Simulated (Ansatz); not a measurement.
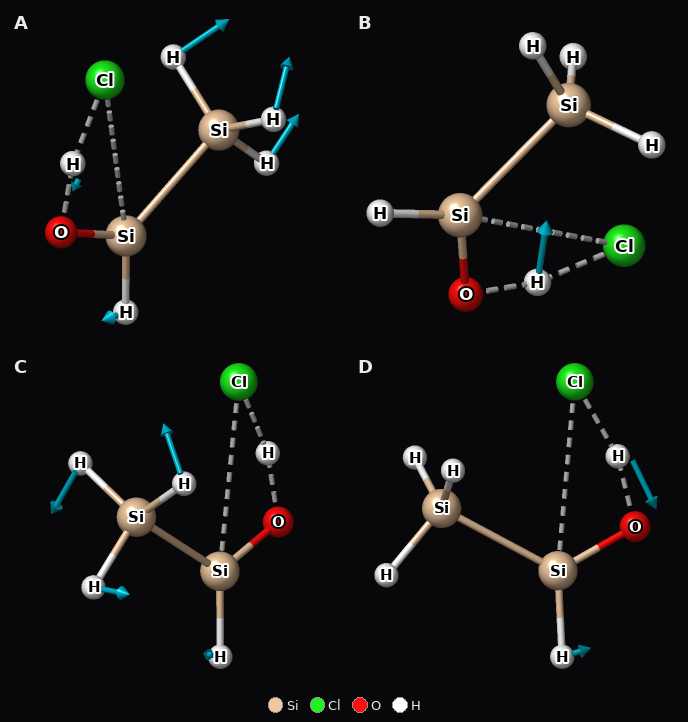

4 normal modes of one molecule or complex, as arrows. Broken sticks mark bonds that form or break. Harmonic vibrations computed with RKS PBE0-D4/def2-TZVP (Ansatz 0.2.0) at a stationary point of the same level. It is a saddle point of order 1.

Match the panels to the wavenumbers 284i cm⁻¹, 217 cm⁻¹, 854 cm⁻¹, 1237 cm⁻¹.

A: 854 cm⁻¹
B: 1237 cm⁻¹
C: 217 cm⁻¹
D: 284i cm⁻¹
